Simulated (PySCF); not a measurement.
Molecule: C₅H₁₃AlO, SMILES CCC[CH2][Al]([CH3])[OH]. Atoms near the plane z = 0.0 Å, at the GFN2-xTB optimised geometry (x, y, z in Å): Al1 (-2.1, 0.1, 0.0), C2 (-3.2, -1.5, 0.0), H3 (-2.6, -2.4, 0.0), H4 (-3.9, -1.5, -0.8), H5 (-3.8, -1.6, 0.9), O6 (-2.8, 1.6, 0.0), H7 (-3.2, 2.4, 0.0), C8 (0.0, 0.1, 0.0), C9 (0.6, -1.3, 0.0), C10 (2.1, -1.3, -0.1), H12 (0.3, 0.7, -0.9), H13 (0.3, 0.7, 0.9), H14 (0.3, -1.8, 0.9), H15 (0.2, -1.8, -0.8), H16 (2.5, -2.3, -0.2), H17 (2.4, -0.7, -0.9).

Method: PySCF with B3LYP/def2-SVP. Cells within 0.4 Å of a nucleus heavier than hydrogen are left out (blank, or x). The values are rescaled to run from 0 to 1.

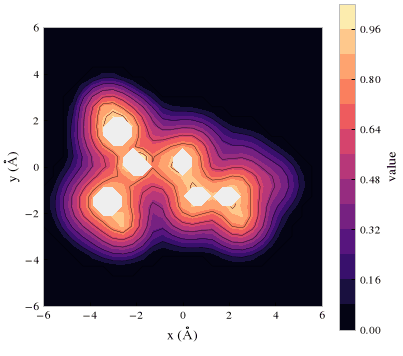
Fig. 1. a field on the plane z = 0.0 Å.

Q: Which quantity is mapped?
A) electrostatic potential
B) Laplacian of the electron density
C) electron localisation function
D) log10 of the electron density

A: D, log10 of the electron density. In full: log10 of the electron density (e/bohr³), floored at −4.
